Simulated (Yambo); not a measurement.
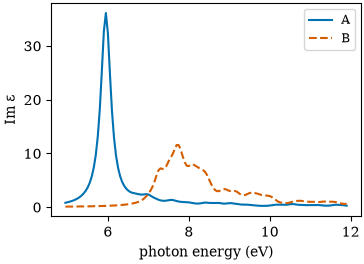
Fig. 1. Two computed absorption spectra of NaH (rock salt, space group Fm-3m, No. 225) (Yambo, PBEsol bands with the same scissor, field along x)

### Question
Which curve includes the electron-hole attraction (BSE), and where are its main peaks?

### Answer
Curve A: the attraction moves weight to lower energy (centre of the plotted range 6.5 eV against 8.4 eV). Its peaks lie at 6.0 eV. Settings: 10×10×10 mesh, 1 valence and 4 conduction bands, static screening with 15 bands and a 4 Ry block, scissor 2.47 eV, Tamm-Dancoff. The scissor comes from a G0W0 run whose convergence isn't established. Broadening 0.15 eV. The band window holds all transitions up to 14.8 eV. Fine structure above the onset can come from the mesh.

Geometry of the Materials Project entry, not relaxed at this level; primitive cell a = 3.375 Å, b = 3.375 Å, c = 3.375 Å, α = 60.00°, β = 60.00°, γ = 60.00°.
